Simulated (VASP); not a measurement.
Band structure of TiO$_{2}$ (rutile). Method: MS2 meta-GGA, VASP's PBE PAW potentials (set 64) (plane waves; VASP 6.6.1).

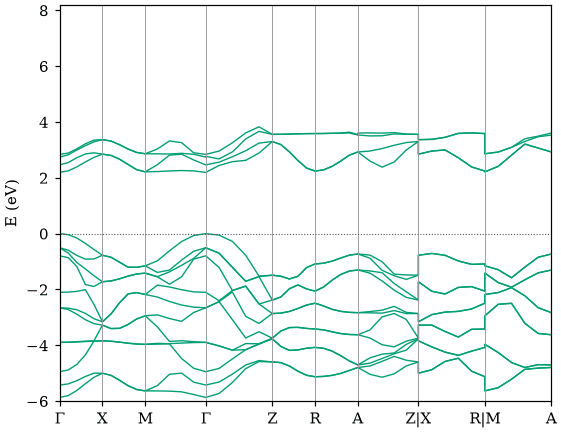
Figure: Bands along high-symmetry lines, zero at the valence-band maximum or, without a gap, the Fermi level

### Question
Read the plot: is there a gap, and where are the band edges?

### Answer
The gap is direct, 2.19 eV, from the valence maximum at Γ to the conduction minimum at Γ.

The compound is TiO2 in the rutile structure. It was relaxed first.
